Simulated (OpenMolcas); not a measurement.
GaF: excited-state calculation (part 1 of 4)

- system: GaF, SMILES [F][Ga]
- method: CASPT2/ANO-RCC-VTZP, DKH2 (OpenMolcas 26.06)

The geometry comes from this level: GFN2-xTB.

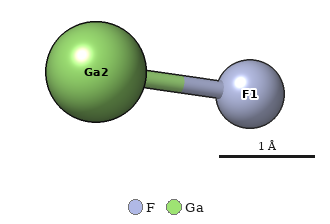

The structure (ball-and-stick view, seen at a tilt; atoms are numbered from 1 in the order of the input). Sticks mark near contacts. Bond lengths as drawn: F–Ga 1.80 Å.

## Input file
```
&GATEWAY
  Coord
  2
  bohr
  F      0.00000000     0.00000000     0.00000000
  Ga     0.00000000     0.00000000     3.39990076
  Basis
  ANO-RCC-VTZP
  Group
  NoSym
  RICD

&SEWARD

&RASSCF
  FileOrb
  $CurrDir/step2.RasOrb
  Spin
  1
  Nactel
  2 0 0
  Inactive
  19
  Ras2
  2
  CIRoot
  3 3 1
  OrbListing
  Nothing
  OrbAppear
  Compact

&CASPT2
  Multistate
  all
  Imaginary
  0.2
  Frozen
  11

&RASSI
  NrOfJobIphs
  1 all
  IphNames
  JOBMIX
  EJob
```

Run on 1 thread of Arm Neoverse V1, 24 GiB of memory available, shared host.

Run as:
```bash
export MOLCAS_MEM=1860
pymolcas step7.input > step7.log
```

## The program's output
```
--- Start Module: gateway ---

                                              &GATEWAY

                       available to each process: 1.9 GB of memory, 1 thread

++    Symmetry information:
      ---------------------

                    Character Table for C1

                             E
                    a        1  x, y, xy, Rz, z, xz, Ry, yz, Rx, I
--

++    Basis set information:
      ----------------------

      Basis set label: F.ANO-RCC...4S3P2D1F.

      Electronic valence basis set:
      ------------------
      Associated Effective Charge   9.000000 au
      Associated Actual Charge      9.000000 au
      Nuclear Model: Point charge

      Shell  nPrim  nBasis  Cartesian Spherical Contaminant
         s      14       4        X
         p       9       3        X
         d       4       2                 X
         f       3       1                 X

      Basis set label: GA.ANO-RCC...6S5P3D1F.

      Electronic valence basis set:
      ------------------
      Associated Effective Charge  31.000000 au
      Associated Actual Charge     31.000000 au
      Nuclear Model: Point charge

      Shell  nPrim  nBasis  Cartesian Spherical Contaminant
         s      20       6        X
         p      17       5        X
         d      11       3                 X
         f       5       1                 X
--

++    Molecular structure info:
      -------------------------

                    ************************************************
                    **** Cartesian Coordinates / bohr, angstrom ****
                    ************************************************

     Center  Label                x              y              z                     x              y              z
        1      F1               0.000000       0.000000       0.000000              0.000000       0.000000       0.000000
        2      GA2              0.000000       0.000000       3.399901              0.000000       0.000000       1.799150
--

            Nuclear Potential Energy             82.06121875 au

--- Stop Module: gateway /rc=_RC_ALL_IS_WELL_ ---
--- Module gateway spent 3 seconds ---

--- Start Module: seward ---

                                              &SEWARD

                       available to each process: 1.9 GB of memory, 1 thread

               SEWARD will generate:
                  Multipole Moment integrals up to order  2
                  Kinetic Energy integrals
                  Nuclear Attraction integrals (point charge)
                  One-Electron Hamiltonian integrals
                  Velocity integrals
                  Relativistic Douglas-Kroll-Hess integrals:
                    - Parametrization         : EXP
                    - DKH order of Hamiltonian: 2
                    - DKH order of Properties : 0
                         - multipole moment operators
                         - electric potential operators
                         - contact operators
                  Orbital angular momentum around (  0.0000   0.0000   2.6653 )
                  Velocity quadrupole around (  0.0000   0.0000   2.6653 )
                  Atomic mean-field integrals
                  RI decomposed two-electron repulsion integrals stored Cholesky style
                   - acCD auxiliary basis
                   - CD Threshold:   1.00E-04

                   Integrals are discarded if absolute value <: 1.00E-14
                   Integral cutoff threshold is set to       <: 1.00E-16

            Nuclear Potential Energy             82.06121875 au

      Basis set specifications :
      Symmetry species         a
      Basis functions           73

--- Stop Module: seward /rc=_RC_ALL_IS_WELL_ ---
--- Module seward spent 2 seconds ---

--- Start Module: rasscf ---

                                              &RASSCF

                       available to each process: 1.9 GB of memory, 1 thread

      Header of the ONEINT file:
      --------------------------

      OrdInt status: non-squared

      Cartesian coordinates in angstrom:
      -----------------------------------------------------
      No.  Label        X            Y            Z
      -----------------------------------------------------
       1   F1         0.00000000   0.00000000   0.00000000
       2   GA2        0.00000000   0.00000000   1.79915000
      -----------------------------------------------------
      Nuclear repulsion energy =   82.06121875

++    Wave function specifications:
      -----------------------------

      Number of closed shell electrons          38
      Number of electrons in active shells       2
      Max number of holes in RAS1 space          0
      Max nr of electrons in RAS3 space          0
      Number of inactive orbitals               19
      Number of active orbitals                  2
      Number of secondary orbitals              52
      Spin quantum number                      0.0
      State symmetry                             1
--

++    Orbital specifications:
      -----------------------

      Symmetry species                           1
                                                 a
      Frozen orbitals                            0
      Inactive orbitals                         19
      Active orbitals                            2
      RAS1 orbitals                              0
      RAS2 orbitals                              2
      RAS3 orbitals                              0
      Secondary orbitals                        52
      Deleted orbitals                           0
      Number of basis functions                 73
--

++    CI expansion specifications:
      ----------------------------

      Number of CSFs                             3
      Number of spin combinations                3
      Number of determinants                     4
      Number of root(s) required                 3
      Root chosen for geometry opt.              3
      CI roots used                              1     2     3
      weights                                0.333 0.333 0.333
      highest root included in the CI            3
      max. size of the explicit Hamiltonian      3
--

++    Optimization specifications:
      ----------------------------

      RASSCF algorithm: LK RI/DF
      Maximum number of macro iterations       200
      Maximum number of SX iterations          100
      Threshold for RASSCF energy            1.000E-08
      Threshold for max MO rotation          1.000E-01
      Threshold for max BLB element          1.000E-04
      Level shift parameter                  5.000E-01
      Make Quasi-Newton update
--

      The MO-coefficients are taken from the file:
      step2.RasOrb
      Title: RASSCF average (pseudo-natural) orbitals

      Total molecular charge    0.00

      ************************************************************************************************************************
      *                                            Wave function control section                                             *
      ************************************************************************************************************************

                                         RASSCF iterations: Energy and convergence statistics
                                         ----------------------------------------------------

          iter iter root      energy       change     param      element    value   shift minimum  type update hh:mm:ss
 Nr of preliminary CI iterations:   1
      Total energies have been shifted. Add                -2000.00 au
        1   1    3    0   -41.47651499    0.00E+00   1.98E-06   20  35 1 -1.73E-06   0.34   0.00    SX    NO    0:00:00
        2   1    2    0   -41.47651499   -4.07E-11   1.19E-06   20  25 1  1.02E-06   0.34   0.00    SX    NO    0:00:00
        3   1    2    0   -41.47651499   -7.73E-12   7.47E-07   20  25 1  6.42E-07   0.34   0.00    SX    NO    0:00:00
        4   1    2    0   -41.47651499   -1.14E-11  -4.63E-07   20  25 1  3.98E-07   0.34   0.00    SX    NO    0:00:00
      Convergence after  4 iterations
        5   1    2    0   -41.47651499    1.14E-12  -4.63E-07   20  25 1  2.55E-07   0.34   0.00    SX    NO    0:00:00

      ************************************************************************************************************************
                                                      Wave function printout:
                       occupation of active orbitals, and spin coupling of open shells (u,d: Spin up or down)
      ************************************************************************************************************************

      Note: transformation to natural orbitals
      has been made, which may change the order of the CSFs.

      printout of CI-coefficients larger than  0.05 for root  1
      energy=   -2041.780681
      conf/sym  11     Coeff  Weight
             1  20   0.59581 0.35498
             2  ud  -0.72836 0.53051
             3  02   0.33839 0.11451

      printout of CI-coefficients larger than  0.05 for root  2
      energy=   -2041.472757
      conf/sym  11     Coeff  Weight
             1  20  -0.69944 0.48921
             2  ud  -0.26350 0.06943
             3  02   0.66435 0.44136

      printout of CI-coefficients larger than  0.05 for root  3
      energy=   -2041.176107
      conf/sym  11     Coeff  Weight
             1  20   0.39472 0.15580
             2  ud   0.63250 0.40006
             3  02   0.66643 0.44414

      Natural orbitals and occupation numbers for root  1
      sym 1:   1.991867   0.008133

      Natural orbitals and occupation numbers for root  2
      sym 1:   1.049610   0.950390

      Natural orbitals and occupation numbers for root  3
      sym 1:   0.007976   1.992024

      ************************************************************************************************************************
      *                                                    Final results                                                     *
      ************************************************************************************************************************

++    Final optimization conditions:
      ------------------------------

      Average CI energy                           -2041.47651499
      RASSCF energy for state  3                  -2041.17610714
      Super-CI energy                                -0.00000000
      RASSCF energy change                            0.00000000
      Max change in MO coefficients               7.464E-07
      Max non-diagonal density matrix element    -4.631E-07
      Maximum BLB matrix element                  2.546E-07
      (orbital pair  20,  25 in symmetry   1)
      Norm of electronic gradient            1.607E-01
--

      Final state energy(ies):
      ------------------------

::    RASSCF root number  1 Total energy:  -2041.78068078
::    RASSCF root number  2 Total energy:  -2041.47275705
::    RASSCF root number  3 Total energy:  -2041.17610714
      Von Neumann Entropy (Root   1) =  0.03815

      Mulliken population analysis for root number:  1
      -----------------------------------------------

++    Molecular charges:
      ------------------

      Mulliken charges per centre
      ---------------------------

                F1      GA2
      Total    9.6554 30.3446

      N-E     -0.6554  0.6554

      Total electronic charge=   40.000000

      Total            charge=   -0.000000
--

      Expectation values of various properties for root number:  1
      -----------------------------------------------------------

++    Molecular properties:
      ---------------------

      Charge (e):
                      =   -0.0000
      Dipole Moment (debye):
      Origin of the operator (angstrom)=    0.0000    0.0000    1.4104
                   X= -1.1449E-10               Y= -3.9366E-11               Z=  2.4587E+00           Total=  2.4587E+00
      Quadrupole Moment (debye*angstrom):
      Origin of the operator (angstrom)=    0.0000    0.0000    1.4104
                  XX= -1.8473E+01              XY=  4.0731E-11              XZ=  7.1299E-11              YY= -1.8473E+01
                  YZ=  1.2416E-11              ZZ= -2.6502E+01
      In traceless form (debye*angstrom)
                  XX=  4.0147E+00              XY=  6.1097E-11              XZ=  1.0695E-10              YY=  4.0147E+00
                  YZ=  1.8624E-11              ZZ= -8.0293E+00
--

      LoProp population analysis for root number:  1
      -----------------------------------------------

++    LoProp analysis:
      ----------------

++    Static properties:
      ------------------

      LoProp Charges per center

                   F1       GA2
      Nuclear      9.0000  31.0000
      Electronic  -9.6163 -30.3837

      Total       -0.6163   0.6163
--

      Natural Bond Order analysis for root number:  1

++    Natural Bond Order analysis
      ---------------------------
      Based on LoProp computed density
      -------------------------------------------------------------------------------------
      Atom A       Atom B       Bond Order
      -------------------------------------------------------------------------------------
      NBO located      0.912 non-bonded electrons on atom F1
      NBO located      1.000 non-bonded electrons on atom F1
      NBO located      1.000 non-bonded electrons on atom F1
      NBO located      1.000 non-bonded electrons on atom F1
      NBO located      0.995 non-bonded electrons on atom GA2
      NBO located      0.998 non-bonded electrons on atom GA2
      NBO located      0.998 non-bonded electrons on atom GA2
      NBO located      0.999 non-bonded electrons on atom GA2
      NBO located      0.999 non-bonded electrons on atom GA2
      NBO located      1.000 non-bonded electrons on atom GA2
      NBO located      1.000 non-bonded electrons on atom GA2
      NBO located      1.000 non-bonded electrons on atom GA2
      NBO located      1.000 non-bonded electrons on atom GA2
      NBO located      1.000 non-bonded electrons on atom GA2
      NBO located      1.000 non-bonded electrons on atom GA2
      NBO located      1.000 non-bonded electrons on atom GA2
      NBO located      1.000 non-bonded electrons on atom GA2
      NBO located      1.000 non-bonded electrons on atom GA2
      The remaining    2.188 electrons are to be considered as diffuse
--

--

      Von Neumann Entropy (Root   2) =  0.99822

      Mulliken population analysis for root number:  2
      -----------------------------------------------

++    Molecular charges:
      ------------------

      Mulliken charges per centre
      ---------------------------

                F1      GA2
      Total    9.4702 30.5298

      N-E     -0.4702  0.4702

      Total electronic charge=   40.000000

      Total            charge=   -0.000000
--

      Expectation values of various properties for root number:  2
      -----------------------------------------------------------

++    Molecular properties:
      ---------------------

      Charge (e):
                      =   -0.0000
      Dipole Moment (debye):
      Origin of the operator (angstrom)=    0.0000    0.0000    1.4104
                   X=  2.2795E-10               Y=  9.1778E-11               Z=  2.7397E+00           Total=  2.7397E+00
      Quadrupole Moment (debye*angstrom):
      Origin of the operator (angstrom)=    0.0000    0.0000    1.4104
                  XX= -2.0965E+01              XY=  4.1901E-11              XZ= -1.3535E-09              YY= -2.0965E+01
                  YZ= -5.5886E-10              ZZ= -3.4695E+01
      In traceless form (debye*angstrom)
                  XX=  6.8648E+00              XY=  6.2852E-11              XZ= -2.0302E-09              YY=  6.8648E+00
                  YZ= -8.3829E-10              ZZ= -1.3730E+01
--
```
